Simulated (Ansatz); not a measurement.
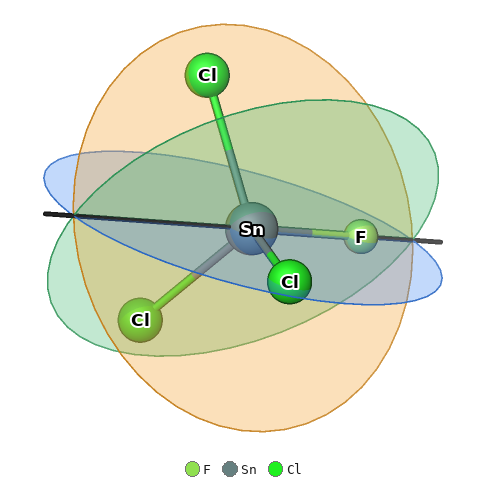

All proper rotation axes (lines) and mirror planes (discs) of the structure are drawn in. Distant atoms are faded towards the background colour. Computed geometry: PBE0-D4/def2-TZVP optimisation.

Question: What is the order of each axis, and which point group results?

Answer: It has 1 C3 axis and 3 mirror planes. Point group C3v. The group has 6 operations. The geometry is achiral, and symmetry allows a dipole moment.
